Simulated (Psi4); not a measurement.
**CH5BN2 (SMILES NC1BN1) at B3LYP/cc-pVDZ**

Aim: the energy change on altering one bond length of CH5BN2 at B3LYP/cc-pVDZ, from 2 runs. 

Program for the calculation: Psi4 1.11.

1 further run of the same task is left out (it didn't finish).

**1. The molecule**

The species is CH5BN2 (9 atoms), meant as a singlet with charge 0. As SMILES, `NC1BN1`. Geometry: relaxed at PBE0-D4/def2-TZVP. This is one conformer, not always the lowest.

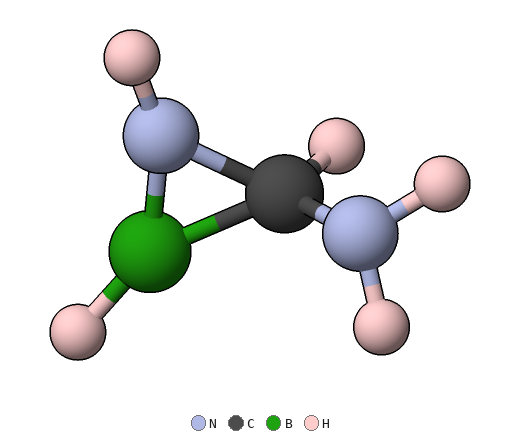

The structure, seen from a chosen angle (nitrogen light blue, carbon dark grey, boron green, hydrogen pink).

**2. Energy and gradient at B3LYP/cc-pVDZ**

run.py

```python
import psi4

psi4.set_memory('1600 MB')
psi4.set_num_threads(1)
psi4.set_output_file('ch5bn2.out', False)

mol = psi4.geometry("""
0 1
N      0.142900     1.194400    -0.640600
C     -0.364200    -0.077200    -0.222300
B      0.591200    -1.194100     0.303200
N     -0.130500    -0.469900     1.171500
H      0.784000     1.117400    -1.417000
H     -0.589900     1.842600    -0.892400
H     -1.366400    -0.317200    -0.582700
H      1.414200    -2.039000     0.194700
H     -0.392800    -0.103200     2.068300
units angstrom
symmetry c1
""")

options = {'reference': 'rks', 'puream': True, 'e_convergence': 1e-09, 'd_convergence': 1e-08, 'scf_type': 'pk', 'dft_radial_points': 99, 'dft_spherical_points': 590}
psi4.set_options(options)

e = psi4.gradient('b3lyp/cc-pVDZ')
print('gradient / Eh bohr^-1')
print(e.np.round(6))
```

Started as:

```bash
$ python run.py
```

ch5bn2.out:

```text
[...]
  Running in c1 symmetry.
[...]
  Nuclear repulsion =  109.448343715886125
[...]
  Multiplicity = 1
[...]
  Nalpha       = 15
  Nbeta        = 15
[...]
    Number of basis functions: 81
[...]
   @RKS iter   1:  -175.06975308986813   -3.73632e-02   1.08114e-02 ADIIS/DIIS
[...]
   @RKS iter  12:  -175.44136832121720   -1.53477e-12   4.87208e-09 DIIS
[...]
    Orbital Energies [Eh]
    ---------------------
    Doubly Occupied:
       1A    -14.326283     2A    -14.300445     3A    -10.217981
       4A     -6.751924     5A     -0.929939     6A     -0.847375
       7A     -0.633670     8A     -0.542834     9A     -0.480912
      10A     -0.451980    11A     -0.434118    12A     -0.358617
      13A     -0.285777    14A     -0.267700    15A     -0.230313
[...]
  @RKS Final Energy:  -175.44136832121720
   => Energetics <=
    Nuclear Repulsion Energy =            109.4483437158861250
    One-Electron Energy =                -452.9752086715912469
    Two-Electron Energy =                 188.5127592494470434
    DFT Exchange-Correlation Energy =     -20.4272626149590870
    Empirical Dispersion Energy =           0.0000000000000000
    VV10 Nonlocal Energy =                  0.0000000000000000
    Total Energy =                       -175.4413683212171975
[...]
 Multipole Moments:
 ------------------------------------------------------------------------------------
     Multipole            Electronic (a.u.)      Nuclear  (a.u.)        Total (a.u.)
 ------------------------------------------------------------------------------------
 L = 1.  Multiply by 2.5417464519 to convert [e a0] to [Debye]
 Dipole X            :          0.4822225           -0.8489416           -0.3667191
 Dipole Y            :         -1.5697954            1.8335889            0.2637935
 Dipole Z            :          1.3386277           -1.3772831           -0.0386554
 Magnitude           :                                                    0.4533918
[...]
  -Total Gradient:
     Atom            X                  Y                   Z
    ------   -----------------  -----------------  -----------------
       1       -0.003914706911    -0.002060217711    -0.009054707601
       2        0.001129976290    -0.002623653420     0.006898752523
       3       -0.005761190633     0.006362249722     0.001797134049
       4        0.000895371401     0.000717978991    -0.005113830914
       5       -0.003814005858     0.000346497973     0.006848801949
       6        0.005170941749    -0.004567035360     0.003472837249
       7        0.006808815231     0.001843437135     0.002106689734
       8       -0.002307208002     0.002512518528     0.000298362892
       9        0.001791499171    -0.002533538028    -0.007252288383
[...]
```

On the terminal:

```text
gradient / Eh bohr^-1
[[-0.003915 -0.00206  -0.009055]
 [ 0.00113  -0.002624  0.006899]
 [-0.005761  0.006362  0.001797]
 [ 0.000895  0.000718 -0.005114]
 [-0.003814  0.000346  0.006849]
 [ 0.005171 -0.004567  0.003473]
 [ 0.006809  0.001843  0.002107]
 [-0.002307  0.002513  0.000298]
 [ 0.001791 -0.002534 -0.007252]]
```

It took 28 s on 1 thread of Intel Xeon Platinum 8375C at 2.90GHz (Ice Lake), shared host; peak memory 0.9 GiB.

**3. The distorted shape, same level**

input.json

```json
{
  "schema_name": "qcschema_input",
  "schema_version": 1,
  "molecule": {
    "schema_name": "qcschema_molecule",
    "schema_version": 2,
    "symbols": ["N", "C", "B", "N", "H", "H", "H", "H", "H"],
    "geometry": [0.68548303, 1.88960896, -1.06780675, -0.27279708, -0.51336678, -0.27733432, 1.53264726, -2.62400189, 0.71571676, 0.16883191, -1.25546223, 2.35656596, 1.89698645, 1.74410005, -2.53499012, -1.11474944, 3.48200936, -1.68639159, -2.16668061, -0.96690105, -0.95839161, 3.08789186, -4.22063149, 0.51068148, -0.32684325, -0.56249966, 4.05127234],
    "molecular_charge": 0,
    "molecular_multiplicity": 1,
    "fix_symmetry": "c1"
  },
  "driver": "gradient",
  "model": {
    "method": "b3lyp",
    "basis": "cc-pVDZ"
  },
  "keywords": {
    "puream": true,
    "e_convergence": 1e-09,
    "d_convergence": 1e-08,
    "scf_type": "pk",
    "dft_radial_points": 99,
    "dft_spherical_points": 590,
    "scf_properties": ["LOWDIN_CHARGES", "QUADRUPOLE", "WIBERG_LOWDIN_INDICES"]
  }
}
```

Started as:

```bash
$ psi4 --qcschema input.json -n 1 --memory 1600MB
```

stdout, cut to the lines that bear on the results:

```text
[...]
  Running in c1 symmetry.
[...]
  Nuclear repulsion =  108.231898842404320
[...]
  Multiplicity = 1
[...]
  Nalpha       = 15
  Nbeta        = 15
[...]
    Number of basis functions: 81
[...]
   @RKS iter   1:  -175.00508588136131   -9.13974e-02   1.09116e-02 ADIIS/DIIS
[...]
   @RKS iter  12:  -175.40298468423663   -3.35376e-12   6.54556e-09 DIIS
[...]
    Orbital Energies [Eh]
    ---------------------
    Doubly Occupied:
       1A    -14.329265     2A    -14.322986     3A    -10.221016
       4A     -6.755389     5A     -0.930486     6A     -0.828954
       7A     -0.631458     8A     -0.543530     9A     -0.458329
      10A     -0.438159    11A     -0.426593    12A     -0.360133
      13A     -0.286185    14A     -0.268000    15A     -0.229105
[...]
  @RKS Final Energy:  -175.40298468423663
   => Energetics <=
    Nuclear Repulsion Energy =            108.2318988424043198
    One-Electron Energy =                -450.5814798622664625
    Two-Electron Energy =                 187.2931996869522777
    DFT Exchange-Correlation Energy =     -20.3466033513267419
    Empirical Dispersion Energy =           0.0000000000000000
    VV10 Nonlocal Energy =                  0.0000000000000000
    Total Energy =                       -175.4029846842366283
[...]
 Multipole Moments:
[...]
  -Total Gradient:
     Atom            X                  Y                   Z
    ------   -----------------  -----------------  -----------------
       1        0.066372526359    -0.066840767692     0.005009610325
       2        0.007999188202    -0.004948635063     0.010197279002
       3       -0.007771187916     0.006162612042     0.001849045869
       4        0.000908088614    -0.001125371653    -0.004570704072
       5        0.000985436162    -0.003034313869     0.012668847447
       6       -0.074156455235     0.066918581936    -0.019935703285
       7        0.005785551621     0.002688953949     0.001967201583
       8       -0.002276617375     0.002437660155     0.000294242922
       9        0.002152555064    -0.002259760551    -0.007477593079
[...]
```

Run time: 28 s. Hardware: 1 thread of Intel Xeon Platinum 8375C at 2.90GHz (Ice Lake), shared host; peak memory 0.9 GiB.

**4. Results**

At B3LYP/cc-pVDZ:

| quantity | value |
| --- | --- |
| first shape: total energy | -175.44137 Eh |
| first shape: dipole moment | 1.15 D |
| first shape: HOMO energy | -6.27 eV |
| first shape: LUMO energy | 0.42 eV |
| first shape: HOMO–LUMO gap | 6.69 eV |
| first shape: largest force on an atom | 0.518 eV/Å |
| distorted shape: total energy | -175.40298 Eh |
| distorted shape: dipole moment | 1.01 D |
| distorted shape: HOMO energy | -6.23 eV |
| distorted shape: LUMO energy | 0.05 eV |
| distorted shape: HOMO–LUMO gap | 6.29 eV |
| distorted shape: largest force on an atom | 5.238 eV/Å |
| energy change with the N1–H6 bond stretched from 1.010 to 1.313 Å | 1.044 eV |

**Reading.** With the N1–H6 bond stretched from 1.010 to 1.313 Å the energy rises by 1.04 eV (101 kJ/mol). The first shape isn't relaxed at this level, so the change isn't measured from a minimum. The largest force (first shape) is 0.52 eV/Å: the shape isn't a stationary point for this species at this level.
